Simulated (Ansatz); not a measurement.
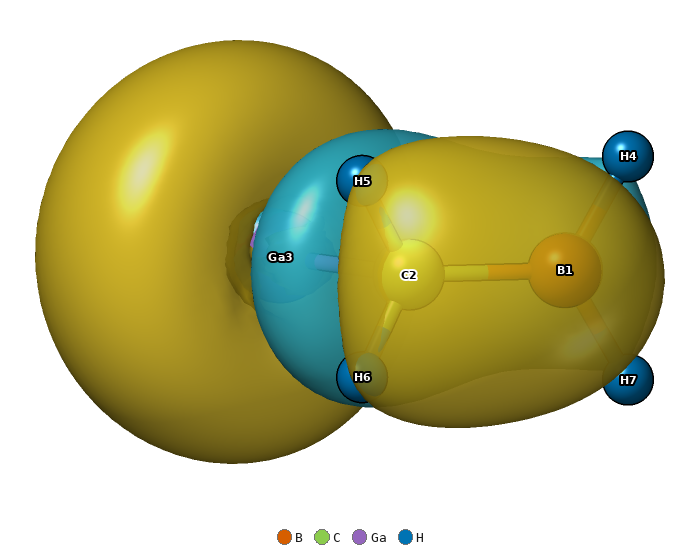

CH4BGa. The HOMO at ±0.06 Å⁻³ᐟ² (yellow and cyan are the two phases), seen across its widest extent.

Geometry: PBE0-D4/def2-TZVP.

Level of theory: Ansatz, RKS PBE0-D4/def2-TZVPP.

Input

```
crystal:
  periodic: [false, false, false]
  atoms:
    - {symbol: B, position_ang: [-0.645779, -0.425678, -0.553909]}
    - {symbol: C, position_ang: [0.171649, 0.487555, 0.304691]}
    - {symbol: Ga, position_ang: [1.936691, -0.515015, 0.836918]}
    - {symbol: H, position_ang: [-1.411669, -1.211850, -0.063169]}
    - {symbol: H, position_ang: [-0.164611, 0.702185, 1.327037]}
    - {symbol: H, position_ang: [0.655340, 1.359822, -0.153051]}
    - {symbol: H, position_ang: [-0.480421, -0.465019, -1.744117]}
basis:
  gaussian: {orbitals: def2-TZVPP}
hamiltonian: {xc: pbe0, dispersion: d4}
output: {orbitals: {seedname: orbitals}}
```

Run with:

```sh
ansatz run in.yaml --threads 2 --pin off --events-out ev --progress --plain --max-ram 4352MiB
```

Q: Where does this orbital lie, and at what energy?

A: It lies mainly on Ga3 (about 55 %), C2 (about 30 %) and B1 (about 10 %). Its energy is −6.26 eV.
